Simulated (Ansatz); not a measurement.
**SiH2SO (SMILES O[Si]S): FCI/STO-3G**

What is the vertical electron affinity of SiH2SO at FCI/STO-3G? 

The results are computed with Ansatz 0.2.0.

75 further runs of the same task are left out: 3 that didn't finish, 72 set aside as unsound or not needed.

### 1 The structure to begin with

The species is SiH2SO (5 atoms), meant as a singlet with charge 0. As SMILES, `O[Si]S`. The shape is that of a PBE0-D4/def2-TZVP optimisation. This is one conformer, not always the lowest.

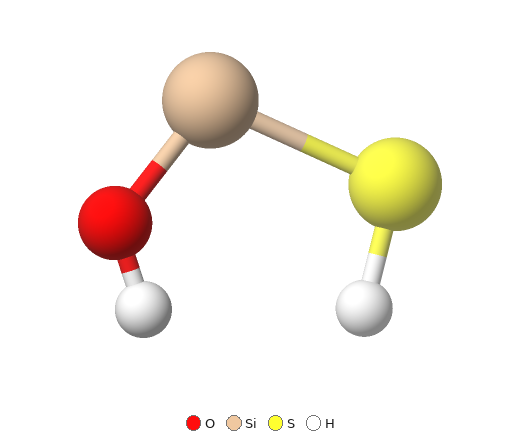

The structure, seen from a chosen angle (oxygen red, silicon light orange, sulfur yellow, hydrogen white).

### 2 The energy at FCI/STO-3G

Input file job.yaml:

```yaml
crystal:
  periodic: [false, false, false]
  atoms:
    - {symbol: O, position_ang: [-1.194700, -0.658900, -0.325800]}
    - {symbol: Si, position_ang: [-0.956800, 0.951300, -0.079500]}
    - {symbol: S, position_ang: [1.167700, 1.118600, 0.360300]}
    - {symbol: H, position_ang: [-0.489400, -1.308100, -0.267200]}
    - {symbol: H, position_ang: [1.523000, -0.176500, 0.270700]}
basis:
  gaussian:
    orbitals: STO-3G
accuracy: high
correlation:
  method: fci
  frozen_orbitals: {H: 0, O: 1, S: 5, Si: 5}
```

Launch:

```console
ansatz run job.yaml --threads 1 --pin off --max-ram 2610MiB --events-out events.jsonl --progress --plain --runs-dir runs
```

Standard output:

```text
Warning: RAYON_NUM_THREADS=1 ignored (pool sized by the plan → 1); use --threads N
Functional definition: HF
  name "HF"
  exchange = exact_x
  correlation = 0
459 factors; integrals over basis functions are off by at most 3.2e-8 eV
mean field evaluation 1: about -20509.2195 eV, gradient 2.2e1 eV
mean field evaluation 2: about -20509.2821 eV, gradient 2.2e1 eV
mean field evaluation 4: about -20511.2192 eV, gradient 1.2e0 eV
mean field evaluation 8: about -20511.2278 eV, gradient 2.5e-2 eV
mean field -20511.22784832 eV, -753.7737204162 hartree, gradient 5.3e-8 eV, S^2 0.000000; 0 other end points of the search recorded, 0 dependent functions left out
11 core orbitals not correlated: weight in the atoms' cores, before any rotation towards them, 1.000 or more for the frozen orbitals, at most 0.000 for the correlated occupied ones
reference -20511.22784832 eV, -753.7737204162 hartree; 9, 9 occupied and 5, 5 virtual orbitals, 459 factors
state -20514.67911947 eV, -753.9005522916 hartree
Total energy: -20514.67911947 eV, -753.9005522916 hartree
```

Run time: 17 s. Hardware: 1 thread of Arm Neoverse V2, shared host; peak memory 0.36 GiB.

### 3 The doublet anion, same level

Input file job.yaml:

```yaml
crystal:
  periodic: [false, false, false]
  atoms:
    - symbol: O
      position_ang: [-1.194700, -0.658900, -0.325800]
    - symbol: Si
      position_ang: [-0.956800, 0.951300, -0.079500]
    - symbol: S
      position_ang: [1.167700, 1.118600, 0.360300]
    - symbol: H
      position_ang: [-0.489400, -1.308100, -0.267200]
    - symbol: H
      position_ang: [1.523000, -0.176500, 0.270700]
basis:
  gaussian:
    orbitals: STO-3G
total_charge: -1
magnetization:
  spin_polarized: true
  initial_magnetization: 1
correlation:
  method: fci
  frozen_orbitals: {H: 0, O: 1, S: 5, Si: 5}
accuracy: high
```

Launch:

```console
ansatz run job.yaml --threads 1 --pin off --max-ram 2610MiB --events-out events.jsonl --progress --plain --runs-dir runs
```

Standard output:

```text
Warning: RAYON_NUM_THREADS=1 ignored (pool sized by the plan → 1); use --threads N
[... 4 set-up lines as earlier in the session ...]
460 factors; integrals over basis functions are off by at most 3.2e-8 eV
mean field evaluation 1: about -20504.0957 eV, gradient 1.1e1 eV
mean field evaluation 2: about -20504.1809 eV, gradient 1.1e1 eV
mean field evaluation 4: about -20505.3394 eV, gradient 6.7e-1 eV
mean field evaluation 8: about -20505.3473 eV, gradient 1.4e-2 eV
mean field -20505.34728923 eV, -753.5576138556 hartree, gradient 8.5e-8 eV, S^2 0.754042; 0 other end points of the search recorded, 0 dependent functions left out
mean field evaluation 16: about -20505.3174 eV, gradient 9.4e-2 eV
11 core orbitals not correlated: weight in the atoms' cores, before any rotation towards them, 1.000 or more for the frozen orbitals, at most 0.000 for the correlated occupied ones
reference -20505.31735043 eV, -753.5565136251 hartree; 10, 9 occupied and 4, 5 virtual orbitals, 460 factors
state -20507.83110503 eV, -753.6488924026 hartree
Total energy: -20507.83110503 eV, -753.6488924026 hartree
```

Run time: 12 s. Hardware: 1 thread of Arm Neoverse V2, shared host; peak memory 0.28 GiB.

### 4 Summary of results

At FCI/STO-3G, 11 core orbitals frozen:

```
                                                    quantity          value
                                singlet SiH2SO: total energy  -753.90055 Eh
singlet SiH2SO: correlation energy (11 core orbitals frozen)     -126.8 mEh
                                 doublet anion: total energy  -753.64889 Eh
 doublet anion: correlation energy (11 core orbitals frozen)      -92.4 mEh
           vertical electron affinity (to the doublet anion)      -6.848 eV
```

What this shows: The anion lies 6.85 eV (158 kcal/mol) above the neutral: the electron isn't bound at this level, and such a value depends on the basis. Without diffuse functions anions come out too high. In a minimal basis such a difference can be off by several eV, whatever the method.
